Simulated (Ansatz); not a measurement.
C$_{2}$H$_{5}$ClSi (SMILES Cl[SiH]1CC1)

```xyz
9

Cl   -0.7596   -0.5218   -2.5588
Si   -0.3574    0.5067   -0.8396
C     0.9553   -0.0938    0.2829
C    -0.5086   -0.3410    0.7735
H    -0.6555    1.9400   -1.0061
H     1.5158   -0.9844    0.0169
H     1.5436    0.6129    0.8599
H    -0.8233   -1.3793    0.8017
H    -0.8216    0.2142    1.6523
```

Geometry: PBE0-D4/def2-TZVP.

The calculation used RKS PBE0-D4/def2-TZVPP in Ansatz.

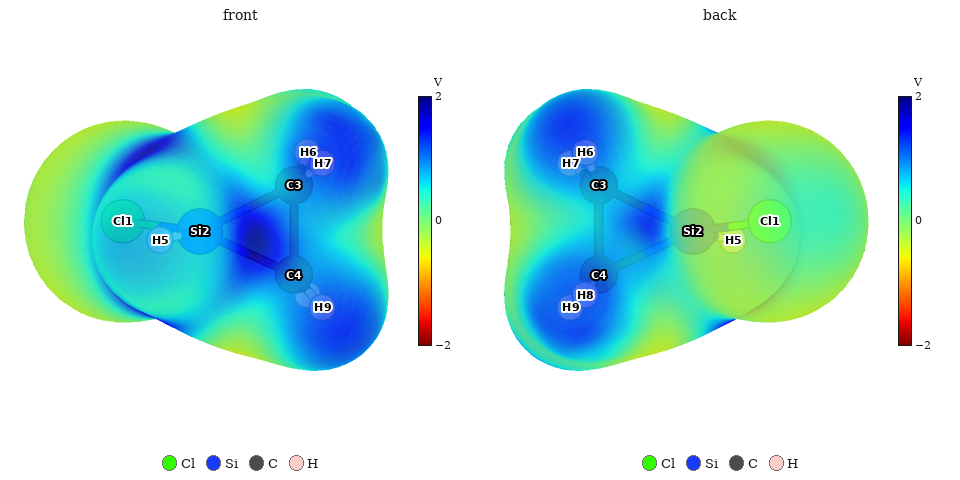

Figure 1. The molecular electrostatic potential painted on the density surface at 0.004 e/bohr³, seen from the front and from behind; the colour scale runs from red (negative) to blue (positive).

Where is the surface potential most negative and most positive?

The most negative region (about −0.4 V) lies over C3 and C4, the most positive (about +1.8 V) over Si2. Cl1 shows a σ-hole: about +0.4 V at the tip opposite its bond, against about −0.3 V on its flanks.

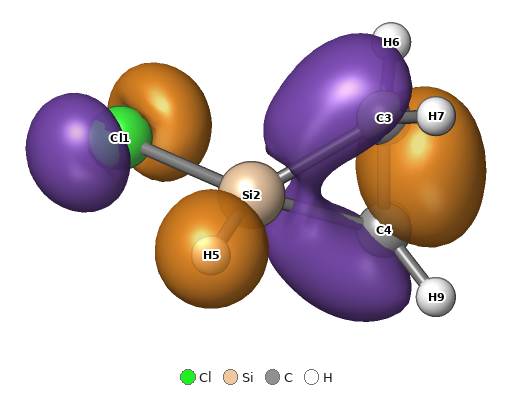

Figure 2. The HOMO−1 at ±0.15 Å⁻³ᐟ² (orange and purple are the two phases), seen at a tilt.

Describe this orbital and give its energy.

Its weight (Hirshfeld) is mainly on C4 (about 25 %), C3 (about 25 %), Cl1 (about 20 %), Si2 (about 15 %) and H5 (about 10 %). Its energy is −8.50 eV.

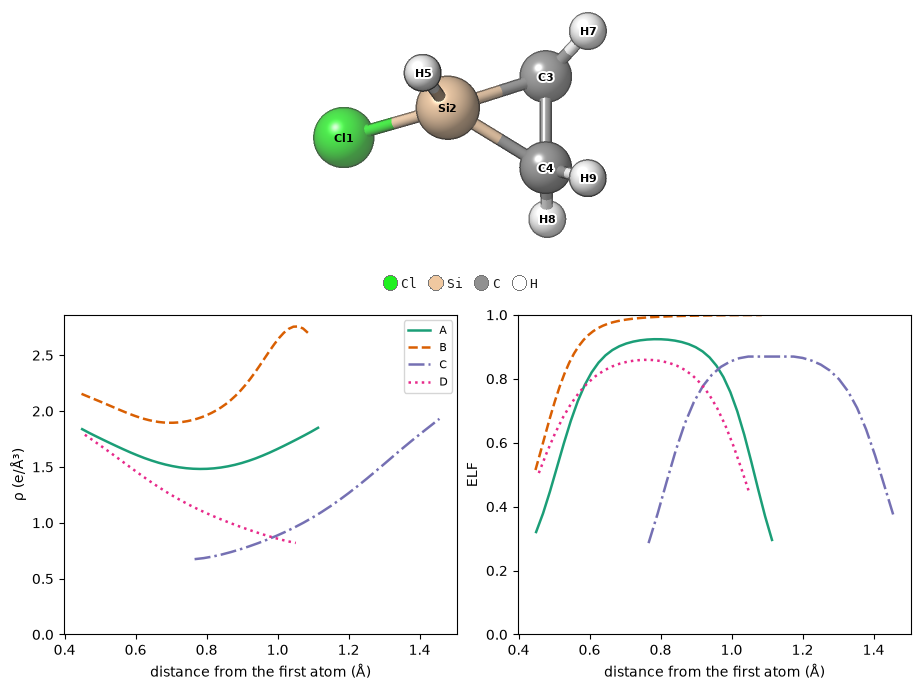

Figure 3. Total electron density and ELF along straight lines between neighbouring atoms. The curves leave out the atomic cores. The structure is drawn too.

Which curve belongs to which contact (C–C, C–H, C–Si and Si–Cl)? The first atom named is at distance zero.

Curve A: C–C (1.56 Å): ρ at the midpoint is about 1.5 e/Å³; the ELF peaks at about 0.90 between the atoms; localised, covalent bonding. Curve B: C–H (1.09 Å): ρ is about 2 e/Å³ halfway; the ELF climbs to about 1 towards the hydrogen, as it does in any bond to H: a covalent bond by its length. Curve C: Si–Cl (2.04 Å): ρ at the midpoint is about 0.92 e/Å³; the ELF peaks at about 0.85 between the atoms; a shared but strongly polarised pair. Curve D: C–Si (1.83 Å): the density is about 0.94 e/Å³ at the midpoint; the ELF peaks at about 0.85 between the atoms (a shared electron pair).
